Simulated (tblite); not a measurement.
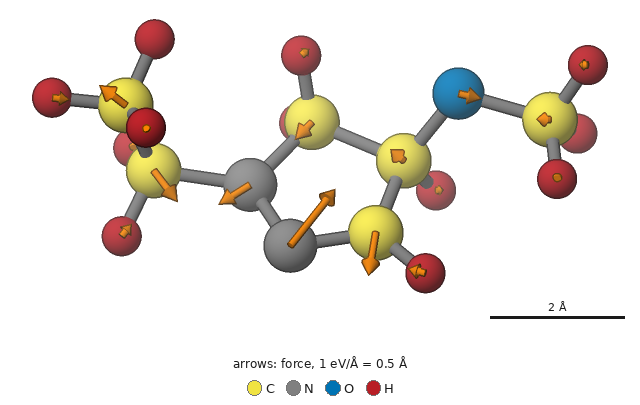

Starting geometry of C6H12N2O with the computed forces as orange arrows. Style: ball-and-stick. Shown at a tilt.

Computed with tblite 0.8.0, GFN2-xTB geometry optimisation, gas phase. 

Question: Is this structure relaxed? If not, where do the atoms go?

Answer: It isn't relaxed: the largest force vector, on an N atom, is 2.48 eV/Å. The final displacements have little in common with the starting forces (cosine between the two patterns 0.09). The atom that moves furthest after the best rigid fit is an H atom (0.49 Å). Largest moves by element: H 0.49 Å, C 0.32 Å, N 0.30 Å, O 0.18 Å. Some distances before and after: C–N 1.297 → 1.273 Å, C–O 1.426 → 1.403 Å, C–N 1.460 → 1.440 Å, C–C 1.510 → 1.530 Å. Bond angles that change, for instance: N–N–C 105.9° → 111.2°, C–C–H 120.9° → 125.4°, C–N–N 122.0° → 117.7°. The energy falls by 0.210 eV in 99 geometry steps.
